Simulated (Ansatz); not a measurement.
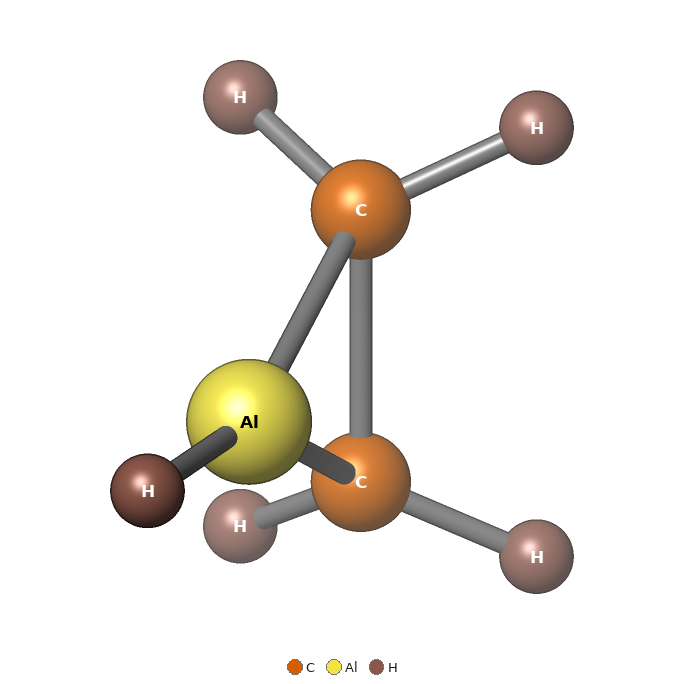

Depth is shown by fading: the farther an atom, the more it takes the colour of the background. Computed geometry: PBE0-D4/def2-TZVP optimisation. No frequency run is at hand to confirm it as a minimum.

> List the symmetry elements and name the point group.

It has 1 C2 axis and 2 mirror planes, so the point group is C2v. The group has 4 operations. The geometry is achiral, and symmetry allows a dipole moment.
